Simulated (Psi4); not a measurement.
**CH6Al− (SMILES [CH3][AlH3-]): levels of theory compared**

Aim: a comparison of 3 runs (B3LYP/6-31G*, MP4/2ZaPa-NR) of CH6Al−. 

The results are computed with Psi4 1.11.

2 further runs of the same task are left out: 2 set aside as unsound or not needed.

**1. Starting point**

CH6Al−: 8 atoms, total charge -1, spin state singlet. SMILES: `[CH3][AlH3-]`. Geometry: a GFN2-xTB relaxation, a rough one for these elements and not checked as a minimum.

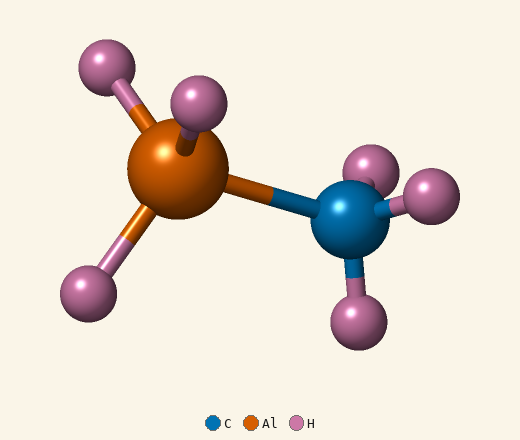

The structure, seen from a chosen angle (carbon blue, aluminium orange, hydrogen pink).

**2. Energy and forces at B3LYP/6-31G(d) (spherical functions) (run 1)**

ch6al.xyz

```xyz
8
CH6Al
C     -0.185370     0.110880    -1.047660
Al     0.169610    -0.101930     0.963040
H     -0.521810    -0.816370    -1.536220
H      0.700640     0.430360    -1.617480
H     -0.960790     0.856480    -1.281010
H     -0.795660     0.899680     1.806550
H      1.722010     0.255820     1.292680
H     -0.128620    -1.634930     1.420110
```

job.py

```python
import psi4

psi4.set_memory('1600 MB')
psi4.set_num_threads(1)
psi4.core.set_output_file('run.log', False)

with open('ch6al.xyz') as f:
    atoms = ''.join(f.readlines()[2:])
m = psi4.geometry('-1 1\n' + atoms + 'symmetry c1')

options = {'reference': 'rks', 'puream': True, 'e_convergence': 1e-09, 'd_convergence': 1e-08, 'scf_type': 'pk', 'dft_radial_points': 99, 'dft_spherical_points': 590}
psi4.set_options(options)

energy_value, wavefunction = psi4.gradient('b3lyp/6-31G*', molecule=m, return_wfn=True)
print('gradient / Eh bohr^-1')
print(energy_value.np.round(6))
print(f'energy = {wavefunction.energy():.10f} Eh')
```

On the command line:

```sh
$ python job.py
```

run.log:

```text
[...]
  Running in c1 symmetry.
[...]
  Nuclear repulsion =   55.134487672502544
[...]
  Multiplicity = 1
[...]
  Nalpha       = 13
  Nbeta        = 13
[...]
    Number of basis functions: 44
[...]
   @RKS iter   1:  -283.86925302329450   -4.65167e-01   1.60094e-02 ADIIS/DIIS
[...]
   @RKS iter   9:  -284.16733608021207   -9.37916e-12   6.80427e-09 DIIS
[...]
    Orbital Energies [Eh]
    ---------------------
    Doubly Occupied:
       1A    -55.771144     2A     -9.951292     3A     -3.868944
       4A     -2.421549     5A     -2.421547     6A     -2.420835
       7A     -0.475093     8A     -0.191681     9A     -0.191616
      10A     -0.189911    11A     -0.063873    12A     -0.063803
      13A     -0.061059
[...]
  @RKS Final Energy:  -284.16733608021207
   => Energetics <=
    Nuclear Repulsion Energy =             55.1344876725025443
    One-Electron Energy =                -507.0962302321332800
    Two-Electron Energy =                 189.2211323177822351
    DFT Exchange-Correlation Energy =     -21.4267258383635237
    Empirical Dispersion Energy =           0.0000000000000000
    VV10 Nonlocal Energy =                  0.0000000000000000
    Total Energy =                       -284.1673360802120669
[...]
 Multipole Moments:
 ------------------------------------------------------------------------------------
     Multipole            Electronic (a.u.)      Nuclear  (a.u.)        Total (a.u.)
 ------------------------------------------------------------------------------------
 L = 1.  Multiply by 2.5417464519 to convert [e a0] to [Debye]
 Dipole X            :          0.1730379           -0.3895251           -0.2164873
 Dipole Y            :         -0.1041735            0.2351748            0.1310013
 Dipole Z            :          0.9964041           -2.2218889           -1.2254848
 Magnitude           :                                                    1.2513357
[...]
  -Total Gradient:
     Atom            X                  Y                   Z
    ------   -----------------  -----------------  -----------------
       1        0.000518437072    -0.000419422036     0.003484897598
       2        0.001284787941    -0.000622081738     0.007130373356
       3        0.000251064520     0.001874688102    -0.001271326306
       4       -0.001926853692    -0.000338358838    -0.001075027313
       5        0.001038286461    -0.001090481852    -0.001694642967
       6        0.003207789347    -0.003359732405    -0.003210363569
       7       -0.005317134601    -0.001191595837    -0.001475981113
       8        0.000944165073     0.005146981610    -0.001887961777
[...]
```

Standard output:

```text
gradient / Eh bohr^-1
[[ 0.000518 -0.000419  0.003485]
 [ 0.001285 -0.000622  0.00713 ]
 [ 0.000251  0.001875 -0.001271]
 [-0.001927 -0.000338 -0.001075]
 [ 0.001038 -0.00109  -0.001695]
 [ 0.003208 -0.00336  -0.00321 ]
 [-0.005317 -0.001192 -0.001476]
 [ 0.000944  0.005147 -0.001888]]
energy = -284.1673360802 Eh
```

Wall time 18 s (1 thread of AMD EPYC 7R43 (Zen 3), shared host); peak memory 0.77 GiB.

**3. Energy and gradient at B3LYP/6-31G(d) (Cartesian functions) (run 2)**

job.dat

```
memory 1600 MB

molecule m {
  -1 1
  C
  Al 1 2.052855
  H 1 1.100761 2 113.59389
  H 1 1.100807 3 105.11351 2 124.59202
  H 1 1.100749 3 105.14049 4 110.65843
  H 2 1.6268 1 109.96415 5 0.08246
  H 2 1.626835 6 109.01092 1 120.5658
  H 2 1.62725 6 109.0047 7 118.84164
  units angstrom
  symmetry c1
  no_reorient
  no_com
}

set basis 6-31G*
set reference rks
set puream false
set e_convergence 1e-09
set d_convergence 1e-08
set scf_type pk
set dft_radial_points 99
set dft_spherical_points 590

E, wfn = gradient('b3lyp', return_wfn=True)
oeprop(wfn, 'QUADRUPOLE', 'LOWDIN_CHARGES', 'MULLIKEN_CHARGES')
print_variables()
```

On the command line:

```sh
$ psi4 -n 1 job.dat job.out
```

job.out:

```text
[...]
  Running in c1 symmetry.
[...]
  Nuclear repulsion =   55.134488054664843
[...]
  Multiplicity = 1
[...]
  Nalpha       = 13
  Nbeta        = 13
[...]
    Number of basis functions: 46
[...]
   @RKS iter   1:  -283.87141149920416   -4.65713e-01   1.54860e-02 ADIIS/DIIS
[...]
   @RKS iter   9:  -284.16958725480600   -1.17097e-11   6.97161e-09 DIIS
[...]
    Orbital Energies [Eh]
    ---------------------
    Doubly Occupied:
       1A    -55.783061     2A     -9.959504     3A     -3.871539
       4A     -2.424584     5A     -2.424582     6A     -2.423878
       7A     -0.475139     8A     -0.191663     9A     -0.191598
      10A     -0.189958    11A     -0.063900    12A     -0.063830
      13A     -0.061182
[...]
  @RKS Final Energy:  -284.16958725480600
   => Energetics <=
    Nuclear Repulsion Energy =             55.1344880546648426
    One-Electron Energy =                -507.0478114281742137
    Two-Electron Energy =                 189.1546204037609016
    DFT Exchange-Correlation Energy =     -21.4108842850575307
    Empirical Dispersion Energy =           0.0000000000000000
    VV10 Nonlocal Energy =                  0.0000000000000000
    Total Energy =                       -284.1695872548060038
[...]
  -Total Gradient:
     Atom            X                  Y                   Z
    ------   -----------------  -----------------  -----------------
       1        0.000079813766     0.000074137485     0.003319654630
       2        0.000007422324    -0.000134406872     0.007515490629
       3       -0.000029262228    -0.001758182030    -0.001419379271
       4        0.001503947848     0.000862697700    -0.001374051072
       5       -0.001542462029     0.000858063812    -0.001390539292
       6       -0.004455382415     0.002576281480    -0.002224273471
       7        0.004447930563     0.002586580283    -0.002224492190
       8       -0.000012528223    -0.005065296671    -0.002202404922
[...]
 Multipole Moments:
 ------------------------------------------------------------------------------------
     Multipole            Electronic (a.u.)      Nuclear  (a.u.)        Total (a.u.)
 ------------------------------------------------------------------------------------
 L = 1.  Multiply by 2.5417464519 to convert [e a0] to [Debye]
 Dipole X            :          0.0030444           -0.0026003            0.0004441
 Dipole Y            :         -0.0004960           -0.0007195           -0.0012156
 Dipole Z            :          1.0186116           -2.2679993           -1.2493878
 Magnitude           :                                                    1.2493884
 L = 2.  Multiply by 1.3450342976 to convert [e a0^2] to [Debye ang]
 Quadrupole XX       :        -41.0862011           17.9846263          -23.1015749
 Quadrupole XY       :          0.0038862           -0.0035748            0.0003114
[...]
  Mulliken Charges: (a.u.)
   Center  Symbol    Alpha    Beta     Spin     Total
       1     C     3.33125  3.33125  0.00000 -0.66251
       2    AL     6.46350  6.46350  0.00000  0.07300
       3     H     0.45861  0.45861  0.00000  0.08279
       4     H     0.45857  0.45857  0.00000  0.08286
       5     H     0.45861  0.45861  0.00000  0.08278
       6     H     0.60980  0.60980  0.00000 -0.21960
       7     H     0.60980  0.60980  0.00000 -0.21960
       8     H     0.60986  0.60986  0.00000 -0.21972
   Total alpha = 13.00000, Total beta = 13.00000, Total charge = -1.00000
[...]
```

It took 15 s on 1 thread of AMD EPYC 7R43 (Zen 3), shared host; peak memory 0.8 GiB.

**4. A single-point energy at MP4/2ZaPa-NR (run 3)**

ch6al.sdf

```

     RDKit          3D

  8  7  0  0  0  0  0  0  0  0999 V2000
   -0.1854    0.1109   -1.0477 C   0  0  0  0  0  0  0  0  0  0  0  0
    0.1696   -0.1019    0.9630 Al  0  0  0  0  0  4  0  0  0  0  0  0
   -0.5218   -0.8164   -1.5362 H   0  0  0  0  0  0  0  0  0  0  0  0
    0.7006    0.4304   -1.6175 H   0  0  0  0  0  0  0  0  0  0  0  0
   -0.9608    0.8565   -1.2810 H   0  0  0  0  0  0  0  0  0  0  0  0
   -0.7957    0.8997    1.8066 H   0  0  0  0  0  0  0  0  0  0  0  0
    1.7220    0.2558    1.2927 H   0  0  0  0  0  0  0  0  0  0  0  0
   -0.1286   -1.6349    1.4201 H   0  0  0  0  0  0  0  0  0  0  0  0
  2  1  1  0
  3  1  1  0
  4  1  1  0
  5  1  1  0
  6  2  1  0
  7  2  1  0
  8  2  1  0
M  CHG  1   2  -1
M  END
$$$$
```

ch6al.py

```python
import psi4
from rdkit import Chem

psi4.set_memory(1600000000)
psi4.set_num_threads(1)
psi4.set_output_file('output.dat', False)

rd = Chem.SDMolSupplier('ch6al.sdf', removeHs=False, sanitize=False)[0]
xyz = rd.GetConformer().GetPositions()
atoms = '\n'.join(f'{a.GetSymbol()} {x:.4f} {y:.4f} {z:.4f}' for a, (x, y, z) in zip(rd.GetAtoms(), xyz))
molecule = psi4.geometry('-1 1\n' + atoms + '\nsymmetry c1\nno_reorient\nno_com')

psi4.set_options({
    'scf_type': 'pk',
    'freeze_core': True,
})

e_tot = psi4.energy('mp4/2ZaPa-NR', molecule=molecule)
print(f'total energy {e_tot:.8f} hartree = {e_tot * 27.211386:.5f} eV')
```

On the command line:

```sh
$ python ch6al.py
```

output.dat:

```text
[...]
  Running in c1 symmetry.
[...]
  Nuclear repulsion =   55.134428358633343
[...]
  Multiplicity = 1
[...]
  Nalpha       = 13
  Nbeta        = 13
[...]
    Number of basis functions: 81
[...]
   @RHF iter   1:  -283.14240758116671   -8.33936e-01   5.70728e-03 DIIS/ADIIS
[...]
   @RHF iter  10:  -283.28153442453475   -6.25278e-12   3.07793e-09 DIIS
[...]
    Orbital Energies [Eh]
    ---------------------
    Doubly Occupied:
       1A    -58.213156     2A    -11.010097     3A     -4.630749
       4A     -2.944269     5A     -2.944268     6A     -2.944039
       7A     -0.726615     8A     -0.351886     9A     -0.347030
      10A     -0.346938    11A     -0.197349    12A     -0.194972
      13A     -0.194883
[...]
  @RHF Final Energy:  -283.28153442453475
   => Energetics <=
    Nuclear Repulsion Energy =             55.1344283586333432
    One-Electron Energy =                -506.7394229003601822
    Two-Electron Energy =                 168.3234601171920701
    Total Energy =                       -283.2815344245348115
[...]
 Multipole Moments:
 ------------------------------------------------------------------------------------
     Multipole            Electronic (a.u.)      Nuclear  (a.u.)        Total (a.u.)
 ------------------------------------------------------------------------------------
 L = 1.  Multiply by 2.5417464519 to convert [e a0] to [Debye]
 Dipole X            :         -2.4053650            2.0940055           -0.3113594
 Dipole Y            :          1.4509820           -1.2627150            0.1882670
 Dipole Z            :        -13.7035801           11.9383448           -1.7652353
 Magnitude           :                                                    1.8023443
[...]
      * MP2 total energy:                   -283.533538557701
[...]
      * MP3 total energy:                   -283.568308454599
[...]
```

Standard output:

```text
total energy -283.57996526 hartree = -7716.60390 eV
```

It took 19 s on 1 thread of AMD EPYC 7R43 (Zen 3), shared host; peak memory 0.51 GiB.

**5. The series**

```csv
run,level,Cartesian functions,task,energy (Eh),HOMO energy (eV),LUMO energy (eV),HOMO–LUMO gap (eV),wall time
1,B3LYP/6-31G* (spherical functions),no,gradient,-284.167336,-1.66,5.88,7.55,18 s
2,B3LYP/6-31G* (Cartesian functions),yes,gradient,-284.169587,-1.66,5.88,7.54,15 s
3,MP4/2ZaPa-NR,no,energy,-283.579965,-5.30,3.75,9.05,19 s
```

**6. What came out**

| quantity | value |
| --- | --- |
| run 3: total energy | -283.57997 Eh |
| run 3: HOMO energy (Hartree–Fock orbitals) | -5.30 eV |
| run 3: LUMO energy (Hartree–Fock orbitals) | 3.75 eV |
| run 3: HOMO–LUMO gap (to an unbound level, set by the basis) | 9.05 eV |
| run 3: correlation energy (6 core orbitals frozen) | -298.4 mEh |

All runs together took 52 s, the longest 19 s.
